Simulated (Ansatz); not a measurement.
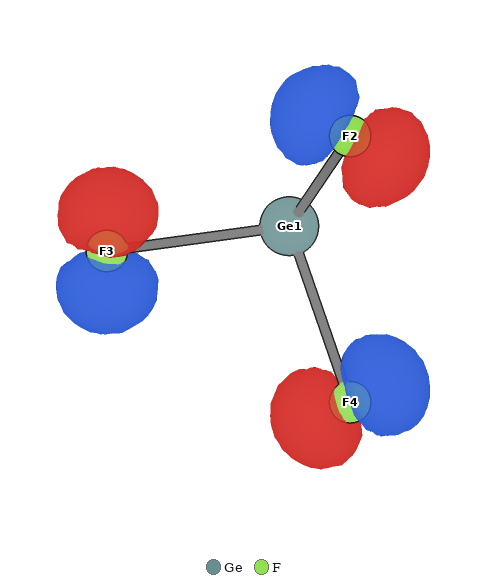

F3Ge (charge −1). The HOMO−1 at ±0.3 Å⁻³ᐟ² (blue and red are the two phases), seen at an oblique angle.

Geometry: r2SCAN-D4/def2-TZVPD.

All numbers below come from Ansatz, RKS PBE0-D4/def2-TZVPD.

```yaml
atoms:
  - { symbol: Ge, position_ang: [-0.1651, 0.6950, 0.0212] }
  - { symbol: F, position_ang: [1.5583, 0.1231, 0.0690] }
  - { symbol: F, position_ang: [-0.7516, -0.4628, 1.2919] }
  - { symbol: F, position_ang: [-0.6415, -0.3552, -1.3822] }
```

Q: Describe this orbital and give its energy.

A: It lies mainly on F2 (about 30 %), F3 (about 30 %) and F4 (about 30 %); largely a combination of lone pairs on F2, F3 and F4. Its energy is −4.99 eV.
